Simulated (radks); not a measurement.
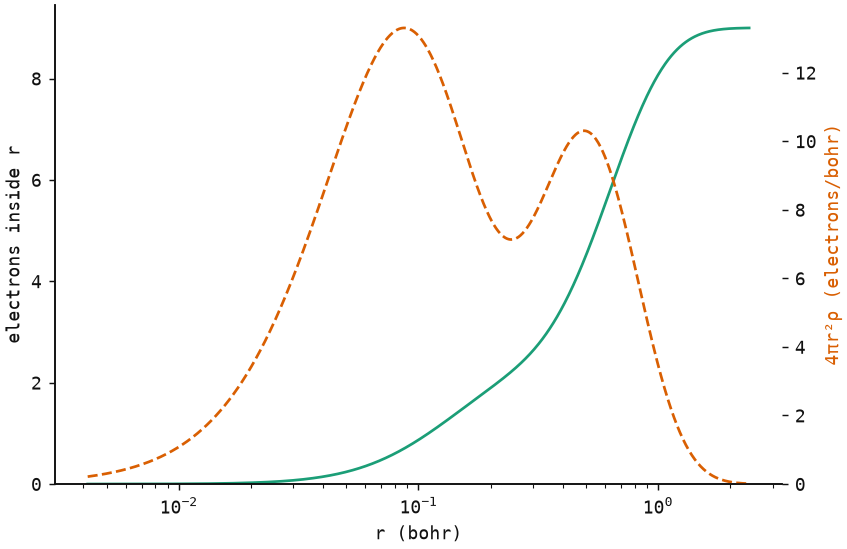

Mg³⁺ (Z = 12, 9 electrons) in the configuration [He] 2s2 2p5 (high spin). Level of theory: non-relativistic Kohn-Sham, PBEsol, spin-polarised, spherical densities, point nucleus. Computed with the in-house radial solver radks.

The plot shows the number of electrons inside radius r (solid) and the radial density 4πr²ρ (dashed).

**What does the plot show?**

The count levels off at 9 electrons. Half of them lie within 0.498 bohr, 90 % within 1.01 bohr and 99 % within 1.57 bohr. The radial density has a minimum at 0.243 bohr, where the count stands at 2.2; this parts the shells that the density resolves.
